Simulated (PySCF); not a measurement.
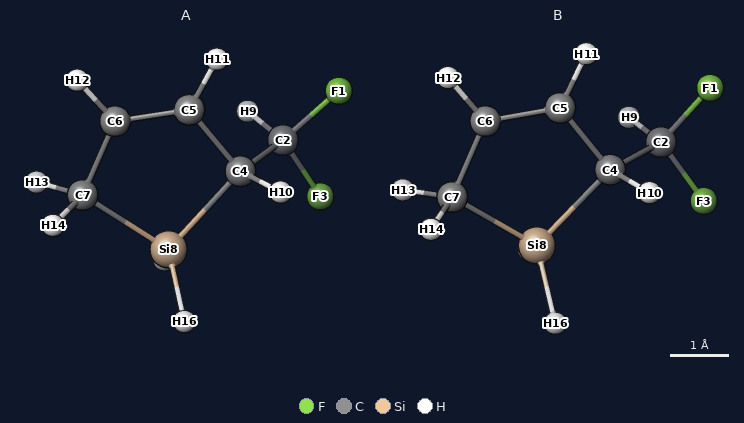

Two geometries of C$_{5}$H$_{8}$F$_{2}$Si, drawn at one scale. One is the start of a relaxation, the other its converged end. Style: ball-and-stick. Shown at a tilt.

These are results of PySCF 2.14.0, density-fitted response routines, PBE0-D3(BJ)/def2-SVP geometry optimisation, gas phase, not measurements. 

### Which geometry has the lower energy?

Structure B is the relaxed one. The start comes from GFN2-xTB. Its atoms were then displaced at random by about 0.01 Å. After 10 geometry steps the energy has fallen by 0.166 eV. An F atom moves most after the best rigid fit: 0.28 Å. Largest moves by element: F 0.28 Å, H 0.23 Å, C 0.12 Å, Si 0.10 Å. Near-neighbour distances that change, for instance: C–H 1.067 → 1.096 Å, C–C 1.482 → 1.507 Å, C–C 1.318 → 1.341 Å, C–C 1.527 → 1.508 Å. Among the angles between lasting bonds that change: C–C–H 109.6° → 105.4°, H–Si–H 112.3° → 108.9°, C–C–C 110.5° → 113.6°. Cost: 100 s on 1 thread of Arm Neoverse V2, on a shared host.
